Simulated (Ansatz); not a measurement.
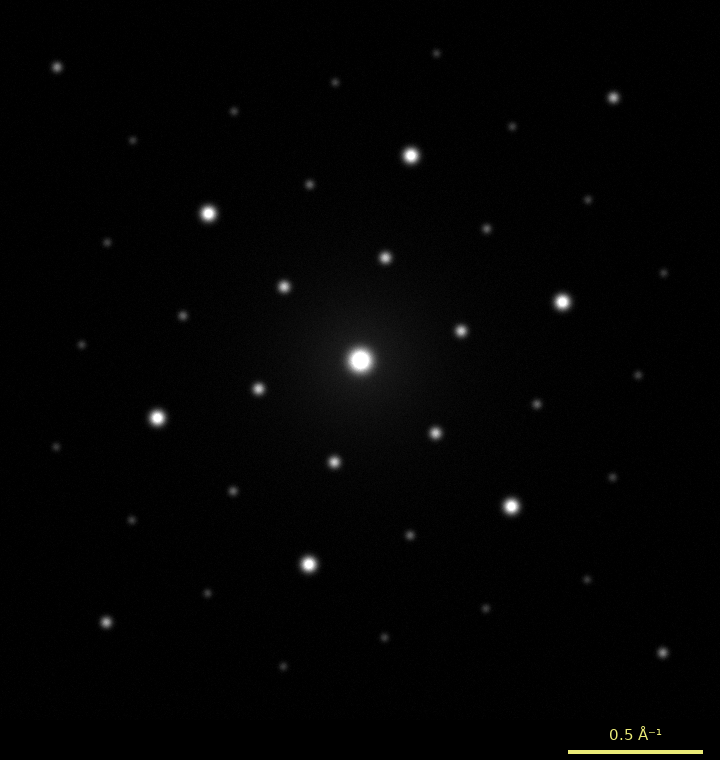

The pattern is a kinematic simulation for 200 kV electrons (no multiple scattering; isotropic B = 1 Å²).

Phase: LiMgF3, space group Pm-3m (No. 221), a = 3.581 Å. Structure: the end point of a relaxation with DFT PBEsol, scalar-relativistic, plane waves, PAW (Ansatz 0.2.0); the starting structure was generated, so it need not be a known form of this composition.

```json
{"atom": "Li", "site": "1b", "symmetry": "m-3m", "x": "0.5000", "y": "0.5000", "z": "0.5000"}
{"atom": "Mg", "site": "1a", "symmetry": "m-3m", "x": "0.0000", "y": "0.0000", "z": "0.0000"}
{"atom": "F", "site": "3c", "symmetry": "4/mm.m", "x": "0.0000", "y": "0.5000", "z": "0.5000"}
```

### Which low-index zone axis gives this pattern?

The spots form a hexagonal net with both shortest vectors at d = 2.53 Å, 60.0° apart. They index as -1 1 0 and -1 0 1, so the zone axis is [111] (or an equivalent direction of <111>).

### List the strongest reflections.

Strongest reflections with d > 0.80 Å, one of each family (|F|² from tabulated Gaussian fits of the electron scattering factors, times a small damping for the curvature of the Ewald sphere):

```
    hkl  d (Å)  I (strongest = 100)
 2 0 -2  1.266                  100
 1 0 -1  2.532                   19
2 -1 -1  1.462                    2
3 -1 -2  0.957                    0
 3 0 -3  0.844                    0
```
